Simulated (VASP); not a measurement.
```xyz
2
Lattice="0.0000 2.6408 2.6408 2.6408 0.0000 2.6408 2.6408 2.6408 0.0000" Properties=species:S:1:pos:R:3 pbc="T T T"
K      0.0000     0.0000     0.0000
F      2.6408     2.6408     2.6408
```

All values below come from r2SCAN+rVV10, VASP's PBE PAW potentials (set 64) (plane waves; VASP). Settings: 520 eV cut-off, 10×10×10 Γ-centred mesh, tetrahedra with Blöchl corrections, potentials K_sv F.

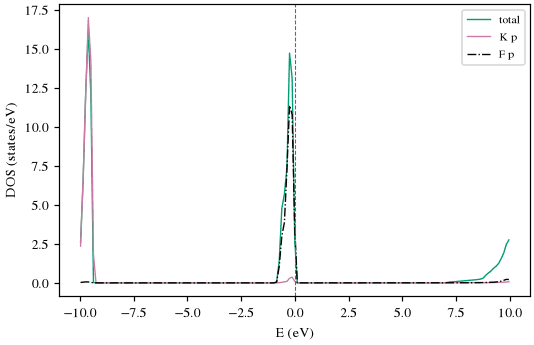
Figure. Total and projected density of states, zero at the valence-band maximum

Within 2 eV below the valence-band maximum the largest weight inside VASP's projection spheres is F p.

The gap is direct, 6.91 eV, from the valence maximum at Γ to the conduction minimum at Γ.

The compound is KF in the rock salt structure. It was relaxed first.
